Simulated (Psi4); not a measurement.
# SiH4 (silane): PBE0/cc-pVTZ

What is the vertical singlet–triplet gap of SiH4 (silane) at PBE0/cc-pVTZ? 

The results are computed with Psi4 1.11.

3 further runs of the same task are left out: 3 that didn't finish.

### 1 Starting point

SiH4 has 5 atoms, charge 0, and is taken as a singlet. As SMILES, `[SiH4]`. The shape is that of a PBE0-D4/def2-TZVP optimisation.

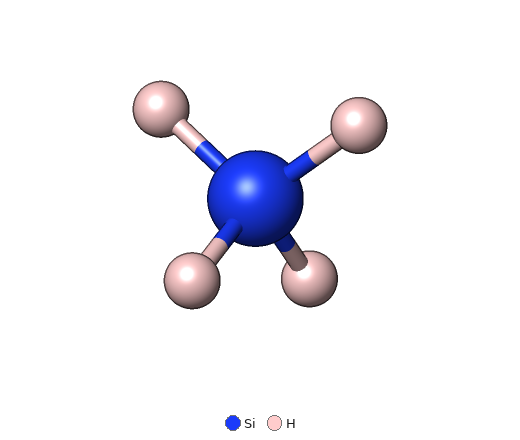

The structure, seen from a chosen angle (silicon blue, hydrogen pink).

### 2 Energy and forces at PBE0/cc-pVTZ

Contents of job.inp:

```
memory 1600 mb

molecule {
  0 1
  Si     0.000000     0.000000    -0.000100
  H      0.967600    -0.688400     0.890900
  H     -1.331000     0.044900     0.656000
  H     -0.105100    -0.740300    -1.282600
  H      0.468500     1.383800    -0.264200
  symmetry c1
}

set {
  basis                cc-pVTZ
  reference            rks
  puream               true
  e_convergence        1e-09
  d_convergence        1e-08
  scf_type             pk
  dft_radial_points    99
  dft_spherical_points 590
}

E, wfn = gradient('pbe0', return_wfn=True)
oeprop(wfn, 'MAYER_INDICES', 'WIBERG_LOWDIN_INDICES', 'MULLIKEN_CHARGES', title='PBE0')
```

Command:

```
psi4 -i job.inp -o job.out -n 1
```

job.out:

```text
[...]
  Running in c1 symmetry.
[...]
  Nuclear repulsion =   21.270588269772578
[...]
  Multiplicity = 1
[...]
  Nalpha       = 9
  Nbeta        = 9
[...]
    Number of basis functions: 90
[...]
   @RKS iter   1:  -291.72424215027934   -3.39112e-01   2.98998e-03 DIIS/ADIIS
[...]
   @RKS iter   7:  -291.75837470540148   -1.18121e-10   5.25215e-09 DIIS
[...]
    Orbital Energies [Eh]
    ---------------------
    Doubly Occupied:
       1A    -66.259595     2A     -5.329454     3A     -3.663094
       4A     -3.663093     5A     -3.663093     6A     -0.562900
       7A     -0.362419     8A     -0.362401     9A     -0.362385
[...]
  @RKS Final Energy:  -291.75837470540148
   => Energetics <=
    Nuclear Repulsion Energy =             21.2705882697725777
    One-Electron Energy =                -445.6981530507288198
    Two-Electron Energy =                 149.4691704740798173
    DFT Exchange-Correlation Energy =     -16.7999803985250935
    Empirical Dispersion Energy =           0.0000000000000000
    VV10 Nonlocal Energy =                  0.0000000000000000
    Total Energy =                       -291.7583747054014793
[...]
 Multipole Moments:
 ------------------------------------------------------------------------------------
     Multipole            Electronic (a.u.)      Nuclear  (a.u.)        Total (a.u.)
 ------------------------------------------------------------------------------------
 L = 1.  Multiply by 2.5417464519 to convert [e a0] to [Debye]
 Dipole X            :         -0.0000012            0.0000000           -0.0000012
 Dipole Y            :         -0.0000073            0.0000000           -0.0000073
 Dipole Z            :         -0.0006039            0.0004094           -0.0001946
 Magnitude           :                                                    0.0001947
[...]
  -Total Gradient:
     Atom            X                  Y                   Z
    ------   -----------------  -----------------  -----------------
       1       -0.000002919705    -0.000017330045    -0.000032778640
       2       -0.000596960853     0.000422151828    -0.000536913877
       3        0.000815118255    -0.000030747970    -0.000390755058
       4        0.000064333116     0.000455044479     0.000795466313
       5       -0.000279633343    -0.000829662293     0.000164913065
[...]
  Mulliken Charges: (a.u.)
   Center  Symbol    Alpha    Beta     Spin     Total
       1    SI     6.95873  6.95873  0.00000  0.08254
       2     H     0.51032  0.51032  0.00000 -0.02064
       3     H     0.51032  0.51032  0.00000 -0.02064
       4     H     0.51031  0.51031  0.00000 -0.02062
       5     H     0.51032  0.51032  0.00000 -0.02065
   Total alpha =  9.00000, Total beta =  9.00000, Total charge =  0.00000
  Mayer Bond Indices:
[...]
```

It took 21 s on 1 thread of Intel Xeon Platinum 8223CL at 3.00GHz (Skylake/Cascade Lake), shared host; peak memory 0.89 GiB.

### 3 The triplet, same level

Contents of input.dat:

```
memory 1600 mb

molecule geom {
  0 3
  Si
  H 1 1.484596
  H 1 1.484602 2 109.45802
  H 1 1.484553 2 109.4747 3 -119.99887
  H 1 1.484636 4 109.47908 2 120.00375
  symmetry c1
  no_reorient
  no_com
}

set {
  basis cc-pVTZ
  reference uks
  puream true
  e_convergence 1e-09
  d_convergence 1e-08
  scf_type pk
  dft_radial_points 99
  dft_spherical_points 590
  maxiter 100
}

e, wfn = gradient("pbe0", return_wfn=True)
print_variables()
```

Command:

```
psi4 -i input.dat -o output.dat -n 1
```

output.dat:

```text
[...]
  Running in c1 symmetry.
[...]
  Nuclear repulsion =   21.270587480828532
[...]
  Multiplicity = 3
[...]
  Nalpha       = 10
  Nbeta        = 8
[...]
    Number of basis functions: 90
[...]
   @UKS iter   1:  -291.39525391739971   -1.01236e-02   3.05989e-03 ADIIS/DIIS
[...]
   @UKS iter  24:  -291.44050333144287   -2.73985e-11   6.22646e-09 DIIS
[...]
   @S^2 Observed:                2.015104161E+00
[...]
    Orbital Energies [Eh]
    ---------------------
    Alpha Occupied:
       1A    -66.299937     2A     -5.367010     3A     -3.706527
       4A     -3.698977     5A     -3.698906     6A     -0.619964
       7A     -0.454625     8A     -0.412771     9A     -0.388015
      10A     -0.062309
    Alpha Virtual:
      11A      0.007243    12A      0.014848    13A      0.036472
      14A      0.147284    15A      0.162998    16A      0.167277
      17A      0.181268    18A      0.189207    19A      0.229314
      20A      0.284766    21A      0.296098    22A      0.299559
      23A      0.383999    24A      0.514826    25A      0.532848
[...]
  @UKS Final Energy:  -291.44050333144287
   => Energetics <=
    Nuclear Repulsion Energy =             21.2705874808285316
    One-Electron Energy =                -444.8028689037401477
    Two-Electron Energy =                 148.8360502092450588
    DFT Exchange-Correlation Energy =     -16.7442721177763154
    Empirical Dispersion Energy =           0.0000000000000000
    VV10 Nonlocal Energy =                  0.0000000000000000
    Total Energy =                       -291.4405033314428692
[...]
 Multipole Moments:
 ------------------------------------------------------------------------------------
     Multipole            Electronic (a.u.)      Nuclear  (a.u.)        Total (a.u.)
 ------------------------------------------------------------------------------------
 L = 1.  Multiply by 2.5417464519 to convert [e a0] to [Debye]
 Dipole X            :         -0.0003225            0.0001718           -0.0001507
 Dipole Y            :          0.5727488            0.0002782            0.5730270
 Dipole Z            :          0.4047596            0.0002458            0.4050054
 Magnitude           :                                                    0.7017046
[...]
  -Total Gradient:
     Atom            X                  Y                   Z
    ------   -----------------  -----------------  -----------------
       1       -0.000041281466     0.093013059866     0.065704236128
       2       -0.013893122734    -0.040119854541    -0.050363902052
       3        0.013901888151    -0.060928181251    -0.021022833018
       4        0.001533613331    -0.003999307474     0.014191327467
       5       -0.001501627111     0.012034373049    -0.008508529202
[...]
```

Wall time 52 s (1 thread of Intel Xeon Platinum 8223CL at 3.00GHz (Skylake/Cascade Lake), shared host); peak memory 0.89 GiB.

### 4 Results

Level: PBE0/cc-pVTZ.

```
                                        quantity          value
                           singlet: total energy  -291.75837 Eh
                          singlet: dipole moment         0.00 D
                            singlet: HOMO energy       -9.86 eV
                            singlet: LUMO energy        1.17 eV
                          singlet: HOMO–LUMO gap       11.03 eV
               singlet: largest force on an atom     0.047 eV/Å
                           triplet: total energy  -291.44050 Eh
                          triplet: dipole moment         1.78 D
     triplet: HOMO energy (highest over α and β)       -1.70 eV
                                   triplet: ⟨S²⟩          2.015
               triplet: largest force on an atom     5.856 eV/Å
vertical energy of the triplet above the singlet       8.650 eV
```

At this shape the triplet lies 8.65 eV (199 kcal/mol) above the singlet.
